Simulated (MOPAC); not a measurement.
# Run report: InN2H4Br, frequency calculation (part 2 of 2)

The same run, continued: InN2H4Br, SMILES [NH2][In]([NH2])[Br]; PM6, closed shell (MOPAC 23.2.5). The geometry was optimised with PM6.

Geometry of the input (Å):
```
N  -0.8200  1.7610  0.1061
In -0.2558  -0.2328  -0.3126
N  0.8779  -1.4875  0.9559
Br -1.1423  -1.2466  -2.4165
H  -1.1421  2.2159  -0.7297
H  -0.0436  2.2765  0.4782
H  1.2107  -2.2884  0.4487
H  1.6648  -0.9909  1.3317
```

### The program's output, continued
```
           1    0.1636    0.0524    0.0144   -0.0121   -0.1708    0.1716   -0.0057    0.0065
           2    0.0386    0.0545    0.1783    0.1923   -0.0312    0.0272   -0.1976    0.1982
           3    0.2145    0.2451   -0.0321   -0.0281   -0.1176    0.1113    0.0462   -0.0456
           4   -0.1932   -0.0286   -0.0503    0.0356    0.0030   -0.0030   -0.0010   -0.0006
           5   -0.0990    0.0559   -0.0258   -0.0694    0.0016    0.0059   -0.0005    0.0012
           6    0.0000   -0.0621    0.0000    0.0189    0.0000    0.0120    0.0000   -0.0003
           7    0.1269   -0.0749    0.1532   -0.1490   -0.1251   -0.1223   -0.1637   -0.1647
           8    0.1102   -0.0107   -0.0925    0.1222   -0.1204   -0.1234    0.1108    0.1105
           9   -0.2145    0.2451    0.0321   -0.0282    0.1176    0.1113   -0.0462   -0.0455
          10   -0.0022   -0.0004    0.0048   -0.0000   -0.0002    0.0005   -0.0002   -0.0000
          11   -0.0011    0.0008    0.0025   -0.0000   -0.0001   -0.0009   -0.0001    0.0000
          12   -0.0000    0.0058   -0.0000   -0.0006   -0.0000   -0.0006   -0.0000   -0.0000
          13    0.3121    0.3059    0.4815    0.4789    0.3063   -0.3147    0.1924   -0.1933
          14   -0.0338   -0.0322   -0.1425   -0.1372   -0.1927    0.1939    0.4600   -0.4639
          15   -0.2846   -0.3147   -0.0592   -0.0694    0.3150   -0.3082    0.1168   -0.1174
          16    0.3810    0.3738   -0.4360   -0.4331    0.3043   -0.3071   -0.1693    0.1669
          17   -0.0879   -0.1039   -0.1076   -0.1117    0.3223   -0.3210    0.2877   -0.2846
          18   -0.2642   -0.2935    0.0899    0.0762    0.1714   -0.1682   -0.2917    0.2887
          19    0.1548   -0.1525    0.1656   -0.1684    0.0225    0.0264    0.4857    0.4895
          20    0.2730   -0.2671    0.4740   -0.4689    0.3612    0.3687   -0.1125   -0.1141
          21    0.2846   -0.3147    0.0592   -0.0695   -0.3150   -0.3082   -0.1168   -0.1173
          22    0.1512   -0.1340   -0.3420    0.3436    0.4393    0.4399    0.1347    0.1335
          23    0.3605   -0.3641   -0.2910    0.2863    0.0587    0.0618   -0.3055   -0.3017
          24    0.2642   -0.2935   -0.0899    0.0762   -0.1714   -0.1682    0.2917    0.2887

   Root No.      17        18

                 8 A"     10 A'

                2852.7    2854.8

           1   -0.0855    0.0865
           2   -0.0119    0.0105
           3   -0.0985    0.0984
           4   -0.0030    0.0007
           5   -0.0015   -0.0013
           6   -0.0000    0.0023
           7   -0.0596   -0.0590
           8   -0.0624   -0.0640
           9    0.0985    0.0984
          10    0.0000   -0.0002
          11    0.0000    0.0004
          12    0.0000   -0.0000
          13    0.1553   -0.1534
          14    0.4247   -0.4204
          15    0.0641   -0.0630
          16    0.1817   -0.1841
          17   -0.3774    0.3802
          18    0.3143   -0.3163
          19    0.4354    0.4308
          20   -0.1220   -0.1210
          21   -0.0641   -0.0630
          22   -0.2002   -0.2011
          23    0.3680    0.3715
          24   -0.3143   -0.3163

          DESCRIPTION OF VIBRATIONS

 VIBRATION          1    1A"         ATOM PAIR     ENERGY CONTRIBUTION    RADIAL
 FREQUENCY            77.90         In2 -- H 5         +11.1% (526.9%)     50.3%
 TRANSITION DIPOLE   0.0081         In2 -- H 7         +11.1% (526.9%)     50.3%
 TRAVEL (Ang.)       0.4075         N 1 -- H 6         +10.7% (518.5%)     90.4%
 REDUCED MASS        5.2112         N 3 -- H 8         +10.7% (518.5%)     90.5%
 EFFECTIVE MASS    440.1735         In2 -- H 6         +10.4% (510.1%)     18.4%
 FORCE CONSTANT      0.0186         In2 -- H 8         +10.4% (510.1%)     18.4%

 VIBRATION          2    2A"         ATOM PAIR     ENERGY CONTRIBUTION    RADIAL
 FREQUENCY            95.75         In2 -- H 8         +11.8% (395.4%)      7.9%
 TRANSITION DIPOLE   0.4827         In2 -- H 6         +11.8% (395.4%)      7.9%
 TRAVEL (Ang.)       0.9803         N 3 -- H 7         +11.7% (393.1%)      9.7%
 REDUCED MASS        0.7328         N 1 -- H 5         +11.7% (393.1%)      9.7%
 EFFECTIVE MASS    162.8362
 FORCE CONSTANT      0.0040

 VIBRATION          3    1A'         ATOM PAIR     ENERGY CONTRIBUTION    RADIAL
 FREQUENCY           112.59         In2 -- H 5         +11.4% (415.4%)      0.4%
 TRANSITION DIPOLE   0.2743         In2 -- H 7         +11.4% (415.4%)      0.4%
 TRAVEL (Ang.)       0.5340         N 1 -- H 6         +11.3% (413.5%)     88.1%
 REDUCED MASS        2.1005         N 3 -- H 8         +11.3% (413.5%)     88.0%
 EFFECTIVE MASS    218.5409
 FORCE CONSTANT      0.0157

 VIBRATION          4    2A'         ATOM PAIR     ENERGY CONTRIBUTION    RADIAL
 FREQUENCY           119.03         N 1 -- In2         +17.4% (284.4%)      0.0%
 TRANSITION DIPOLE   0.8080         In2 -- N 3         +17.4% (284.3%)      0.0%
 TRAVEL (Ang.)       0.2043         In2 -- H 6         +14.3% (257.7%)      2.7%
 REDUCED MASS       13.5686         In2 -- H 8         +14.3% (257.6%)      2.7%
 EFFECTIVE MASS    169.6443         N 1 -- H 5         +13.9% (254.4%)      0.0%
 FORCE CONSTANT      0.1133         N 3 -- H 7         +13.9% (254.4%)      0.0%

 VIBRATION          5    3A'         ATOM PAIR     ENERGY CONTRIBUTION    RADIAL
 FREQUENCY           158.48         In2 -- H 7         +13.7% (256.3%)      0.0%
 TRANSITION DIPOLE   0.9124         In2 -- H 5         +13.7% (256.3%)      0.0%
 TRAVEL (Ang.)       0.7961         N 3 -- H 8         +13.5% (254.2%)      4.0%
 REDUCED MASS        0.6713         N 1 -- H 6         +13.5% (254.2%)      4.0%
 EFFECTIVE MASS     58.8330
 FORCE CONSTANT      0.0099

 VIBRATION          6    4A'         ATOM PAIR     ENERGY CONTRIBUTION    RADIAL
 FREQUENCY           291.17         In2 -- Br4         +33.2% (105.0%)    100.0%
 TRANSITION DIPOLE   2.9879         In2 -- H 7          +9.7% ( 56.6%)      1.3%
 TRAVEL (Ang.)       0.0729         In2 -- H 5          +9.7% ( 56.6%)      1.3%
 REDUCED MASS       43.5181         In2 -- N 3          +8.9% ( 54.4%)      7.0%
 EFFECTIVE MASS     98.6776
 FORCE CONSTANT      2.1738

 VIBRATION          7    5A'         ATOM PAIR     ENERGY CONTRIBUTION    RADIAL
 FREQUENCY           641.36         In2 -- N 3         +17.6% ( 81.6%)     91.0%
 TRANSITION DIPOLE   1.6319         N 1 -- In2         +17.6% ( 81.6%)     91.0%
 TRAVEL (Ang.)       0.1357         N 3 -- H 8         +13.4% ( 71.2%)      4.4%
 REDUCED MASS        5.7083         N 1 -- H 6         +13.4% ( 71.2%)      4.4%
 EFFECTIVE MASS     19.8501         N 3 -- H 7         +13.2% ( 70.5%)      5.6%
 FORCE CONSTANT      1.3835         N 1 -- H 5         +13.2% ( 70.5%)      5.6%

 VIBRATION          8    3A"         ATOM PAIR     ENERGY CONTRIBUTION    RADIAL
 FREQUENCY           668.71         In2 -- N 3         +18.5% ( 76.3%)     96.3%
 TRANSITION DIPOLE   1.7270         N 1 -- In2         +18.5% ( 76.3%)     96.3%
 TRAVEL (Ang.)       0.1308         N 3 -- H 7         +12.7% ( 63.2%)      2.2%
 REDUCED MASS        5.8904         N 1 -- H 5         +12.7% ( 63.2%)      2.2%
 EFFECTIVE MASS     23.0736         N 3 -- H 8         +12.2% ( 62.1%)      2.2%
 FORCE CONSTANT      1.5519         N 1 -- H 6         +12.2% ( 62.1%)      2.2%

 VIBRATION          9    4A"         ATOM PAIR     ENERGY CONTRIBUTION    RADIAL
 FREQUENCY           821.76         N 1 -- H 6         +13.4% ( 53.1%)      8.4%
 TRANSITION DIPOLE   0.4327         N 3 -- H 8         +13.4% ( 53.1%)      8.4%
 TRAVEL (Ang.)       0.3779         N 1 -- H 5         +11.6% ( 49.5%)      6.2%
 REDUCED MASS        0.5746         N 3 -- H 7         +11.6% ( 49.5%)      6.2%
 EFFECTIVE MASS      5.1934         In2 -- H 8         +11.4% ( 49.0%)     54.6%
 FORCE CONSTANT      0.2286         In2 -- H 6         +11.4% ( 49.0%)     54.7%

 VIBRATION         10    6A'         ATOM PAIR     ENERGY CONTRIBUTION    RADIAL
 FREQUENCY           848.15         N 3 -- H 8         +14.5% ( 50.9%)      4.6%
 TRANSITION DIPOLE   1.2358         N 1 -- H 6         +14.5% ( 50.9%)      4.6%
 TRAVEL (Ang.)       0.5010         N 3 -- H 7         +12.6% ( 47.4%)      3.8%
 REDUCED MASS        0.3167         N 1 -- H 5         +12.6% ( 47.4%)      3.9%
 EFFECTIVE MASS      2.5683         In2 -- H 6         +11.7% ( 45.6%)     53.2%
 FORCE CONSTANT      0.1342         In2 -- H 8         +11.7% ( 45.6%)     53.2%

 VIBRATION         11    5A"         ATOM PAIR     ENERGY CONTRIBUTION    RADIAL
 FREQUENCY           959.61         N 3 -- H 7         +13.7% ( 59.3%)      5.7%
 TRANSITION DIPOLE   0.1654         N 1 -- H 5         +13.7% ( 59.3%)      5.7%
 TRAVEL (Ang.)       0.5279         In2 -- H 5         +12.7% ( 57.0%)     67.8%
 REDUCED MASS        0.2521         In2 -- H 7         +12.7% ( 57.0%)     67.8%
 EFFECTIVE MASS      1.8767         N 1 -- H 6         +12.0% ( 55.5%)      4.2%
 FORCE CONSTANT      0.1368         N 3 -- H 8         +12.0% ( 55.5%)      4.2%
                            In2 -- H 8         +10.4% ( 51.7%)     61.5%
                            In2 -- H 6         +10.4% ( 51.7%)     61.5%

 VIBRATION         12    7A'         ATOM PAIR     ENERGY CONTRIBUTION    RADIAL
 FREQUENCY           982.27         N 3 -- H 7         +13.8% ( 58.1%)      5.4%
 TRANSITION DIPOLE   0.5842         N 1 -- H 5         +13.8% ( 58.1%)      5.4%
 TRAVEL (Ang.)       0.5143         In2 -- H 5         +12.3% ( 54.8%)     70.1%
 REDUCED MASS        0.2595         In2 -- H 7         +12.3% ( 54.8%)     70.1%
 EFFECTIVE MASS      2.0585         N 1 -- H 6         +11.9% ( 53.9%)      5.3%
 FORCE CONSTANT      0.1475         N 3 -- H 8         +11.9% ( 53.9%)      5.3%
                            In2 -- H 8         +10.8% ( 51.3%)     75.9%
                            In2 -- H 6         +10.8% ( 51.3%)     75.9%

 VIBRATION         13    6A"         ATOM PAIR     ENERGY CONTRIBUTION    RADIAL
 FREQUENCY          1557.44         N 3 -- H 7         +14.2% ( 41.5%)      3.3%
 TRANSITION DIPOLE   0.1230         N 1 -- H 5         +14.2% ( 41.5%)      3.3%
 TRAVEL (Ang.)       0.4051         N 3 -- H 8         +13.9% ( 41.0%)      3.6%
 REDUCED MASS        0.2638         N 1 -- H 6         +13.9% ( 41.0%)      3.5%
 EFFECTIVE MASS      1.6924         In2 -- H 5         +10.6% ( 35.8%)     26.1%
 FORCE CONSTANT      0.3770         In2 -- H 7         +10.6% ( 35.8%)     26.0%
                            In2 -- H 6         +10.2% ( 35.2%)     26.7%
                            In2 -- H 8         +10.2% ( 35.2%)     26.7%

 VIBRATION         14    8A'         ATOM PAIR     ENERGY CONTRIBUTION    RADIAL
 FREQUENCY          1566.46         N 1 -- H 5         +14.3% ( 41.4%)      3.1%
 TRANSITION DIPOLE   0.4251         N 3 -- H 7         +14.3% ( 41.4%)      3.0%
 TRAVEL (Ang.)       0.4056         N 1 -- H 6         +13.7% ( 40.7%)      3.5%
 REDUCED MASS        0.2616         N 3 -- H 8         +13.7% ( 40.7%)      3.5%
 EFFECTIVE MASS      1.6744         In2 -- H 5         +10.7% ( 35.9%)     27.6%
 FORCE CONSTANT      0.3782         In2 -- H 7         +10.7% ( 35.9%)     27.6%
                            In2 -- H 8         +10.2% ( 35.1%)     26.4%
                            In2 -- H 6         +10.2% ( 35.1%)     26.4%

 VIBRATION         15    7A"         ATOM PAIR     ENERGY CONTRIBUTION    RADIAL
 FREQUENCY          2822.68         N 3 -- H 7         +15.3% ( 54.2%)     97.7%
 TRANSITION DIPOLE   0.5456         N 1 -- H 5         +15.3% ( 54.2%)     97.7%
 TRAVEL (Ang.)       0.3008         In2 -- H 7         +13.0% ( 49.8%)     46.6%
 REDUCED MASS        0.2641         In2 -- H 5         +13.0% ( 49.8%)     46.6%
 EFFECTIVE MASS      1.5172         N 3 -- H 8         +11.7% ( 47.3%)     96.4%
 FORCE CONSTANT      1.2397         N 1 -- H 6         +11.7% ( 47.3%)     96.4%

 VIBRATION         16    9A'         ATOM PAIR     ENERGY CONTRIBUTION    RADIAL
 FREQUENCY          2823.68         N 1 -- H 5         +15.6% ( 54.6%)     97.7%
 TRANSITION DIPOLE   0.9337         N 3 -- H 7         +15.6% ( 54.6%)     97.8%
 TRAVEL (Ang.)       0.2999         In2 -- H 5         +13.2% ( 50.2%)     46.2%
 REDUCED MASS        0.2656         In2 -- H 7         +13.2% ( 50.2%)     46.2%
 EFFECTIVE MASS      1.5216         N 1 -- H 6         +11.5% ( 46.8%)     96.3%
 FORCE CONSTANT      1.2475         N 3 -- H 8         +11.5% ( 46.8%)     96.2%

 VIBRATION         17    8A"         ATOM PAIR     ENERGY CONTRIBUTION    RADIAL
 FREQUENCY          2852.66         N 3 -- H 8         +14.8% ( 52.6%)     98.9%
 TRANSITION DIPOLE   0.6634         N 1 -- H 6         +14.8% ( 52.6%)     98.8%
 TRAVEL (Ang.)       0.3090         In2 -- H 8         +13.7% ( 50.5%)     43.7%
 REDUCED MASS        0.2476         In2 -- H 6         +13.7% ( 50.5%)     43.7%
 EFFECTIVE MASS      1.2173         N 3 -- H 7         +11.1% ( 45.5%)     97.6%
 FORCE CONSTANT      1.1869         N 1 -- H 5         +11.1% ( 45.5%)     97.6%
                            In2 -- H 7         +10.4% ( 44.0%)     43.0%
                            In2 -- H 5         +10.4% ( 44.0%)     43.0%

 VIBRATION         18   10A'         ATOM PAIR     ENERGY CONTRIBUTION    RADIAL
 FREQUENCY          2854.77         N 1 -- H 6         +15.0% ( 52.9%)     98.8%
 TRANSITION DIPOLE   0.7064         N 3 -- H 8         +15.0% ( 52.9%)     98.8%
 TRAVEL (Ang.)       0.3081         In2 -- H 6         +13.9% ( 50.9%)     43.3%
 REDUCED MASS        0.2488         In2 -- H 8         +13.9% ( 50.9%)     43.3%
 EFFECTIVE MASS      1.2193         N 1 -- H 5         +10.8% ( 45.0%)     97.5%
 FORCE CONSTANT      1.1945         N 3 -- H 7         +10.8% ( 45.0%)     97.5%
                            In2 -- H 5         +10.1% ( 43.5%)     42.6%
                            In2 -- H 7         +10.1% ( 43.5%)     42.7%

      SYMMETRY NUMBER FOR POINT-GROUP Cs  =  1

          SYSTEM IS A GROUND STATE

 BrH4InN2

          MOLECULE IS NOT LINEAR

          THERE ARE 18 GENUINE VIBRATIONS IN THIS SYSTEM
          THIS THERMODYNAMICS CALCULATION IS LIMITED TO
          MOLECULES WHICH HAVE NO INTERNAL ROTATIONS

                    CALCULATED THERMODYNAMIC PROPERTIES
                                          *
   TEMP. (K)   PARTITION FUNCTION   H.O.F.    ENTHALPY  HEAT CAPACITY ENTROPY
                                   KCAL/MOL   CAL/MOLE    CAL/K/MOL  CAL/K/MOL

 298.00  VIB.     0.1343D+03                  2810.6974    15.3361    19.1689
         ROT.     0.3881D+06                   888.2803     2.9808    28.5543
         INT.     0.5211D+08                  3698.9777    18.3169    47.7232
         TRA.     0.3301D+28                  1480.4672     4.9680    42.1564
         TOT.                        4.910    5179.4449    23.2849    89.8795

 298.00  VIB.     0.1343D+03                  2810.6974    15.3361    19.1689
         ROT.     0.3881D+06                   888.2803     2.9808    28.5543
         INT.     0.5211D+08                  3698.9777    18.3169    47.7232
         TRA.     0.3301D+28                  1480.4672     4.9680    42.1564
         TOT.                        4.910    5179.4449    23.2849    89.8795

 398.00  VIB.     0.6045D+03                  4489.4311    18.1392    24.0069
         ROT.     0.5991D+06                  1186.3609     2.9808    29.4168
         INT.     0.3621D+09                  5675.7921    21.1200    53.4237
         TRA.     0.5096D+28                  1977.2682     4.9680    43.5939
         TOT.                        7.383    7653.0603    26.0880    97.0176

   *: NOTE: HEATS OF FORMATION ARE RELATIVE TO THE
            ELEMENTS IN THEIR STANDARD STATE AT 298K
              (=  Standard Enthalpy of Formation).

            Hvib:  Zero-point energy is not included.
                   frequencies of less than zero cm-1 are not included.
            Hrot = (3/2)RT
            Htra = (3/2)RT + pV = (5/2)RT

            Heat capacity is Cp, not Cv

           FORCE CONSTANT IN CARTESIAN COORDINATES (Millidynes/A)

    ATOM   CHEMICAL       X               Y               Z
   NUMBER   SYMBOL  FORCE CONSTANT  FORCE CONSTANT  FORCE CONSTANT

      1       N        5.131848        5.837283        2.826242
      2      In        6.081463        4.862281        0.572355
      3       N        6.038013        4.931168        2.826192
      4      Br        0.547357        1.916947        0.042962
      5       H        1.201479        3.878824        0.547760
      6       H        1.191995        2.487285        1.925475
      7       H        4.118856        0.961476        0.547730
      8       H        1.270574        2.408712        1.925469

 *                    *
 * JOB ENDED NORMALLY *
 *                    *

 TOTAL JOB TIME:             0.08 SECONDS

 == MOPAC DONE ==
```

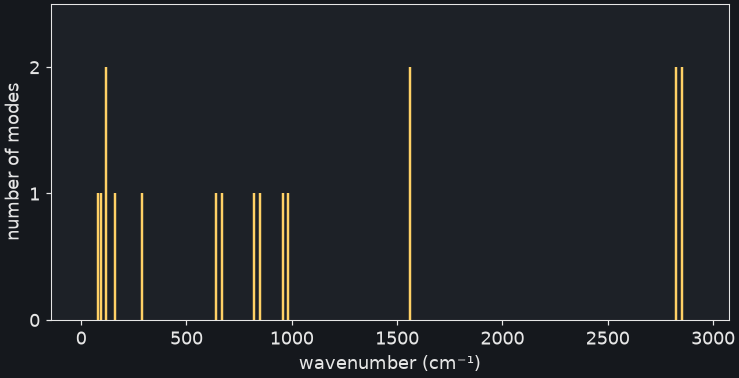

Fig. 1: Harmonic vibrational wavenumbers from the force constants; neighbouring modes closer than 13 cm⁻¹ are counted in one stick. 18 modes from 78 to 2855 cm⁻¹, none imaginary.

### Key numbers

```tsv
quantity	value
outcome	converged
heat of formation	4.91 kcal/mol
basis functions	25
zero-point energy	0.046143 hartree
wavenumbers, lowest and highest	78 and 2855 cm⁻¹
hardware	1 thread of Arm Neoverse V1, 24 GiB of memory available, shared host
peak memory	0.094 GiB
```

### Remarks

MOPAC's energies along a path are heats of formation.
